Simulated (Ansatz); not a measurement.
## Fields on a plane of BeTe (zinc blende)

```yaml
crystal:
  lattice:
    - [0.00000, 2.83183, 2.83183]
    - [2.83183, 0.00000, 2.83183]
    - [2.83183, 2.83183, 0.00000]
  atoms:
    - { symbol: Te, position: [0.75000, 0.75000, 0.75000] }
    - { symbol: Be, position: [0.00000, 0.00000, 0.00000] }
```

The slice is a {100} plane (indices of the conventional cell) through the point (0.750, 0.750, 0.750) (fractional), spanned by u = [100] and v = [0 1 -1] in vectors of this cell: u (4.00 Å) and v (4.00 Å, at 90° to u). It covers one period; positions are fractions (u, v).

Atoms on it: Te at (0.00, 0.00).

Calculation: PBE (plane waves to 420 eV, PAW, scalar-relativistic; Ansatz, an electronic-structure program). k mesh 10×10×10. Inside the PAW spheres the values are not all-electron values, and peaks at nuclei hang on which shells count as valence. BeTe was relaxed with its symmetry unable to fall. Spin-orbit coupling is left out, though Te is heavy.

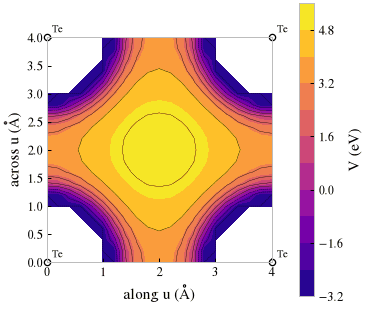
Electrostatic potential energy of an electron, from the cell's mean, in eV, one period of the plane, atoms marked. Points within 1 Å of a nucleus are left white, as the pseudised field means little there. Values under -3 eV are set to -3. The zero, the cell's mean, hangs on the PAW cores.

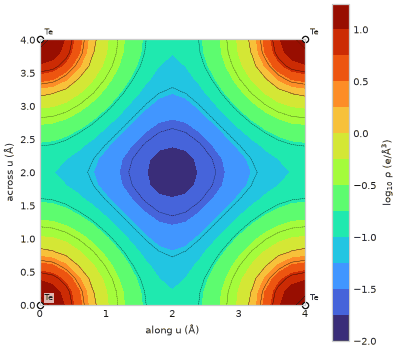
*Log₁₀ of the valence density in e/Å³, one period of the plane, atoms marked. The scale is logarithmic, as a density can span decades between atoms and voids.*
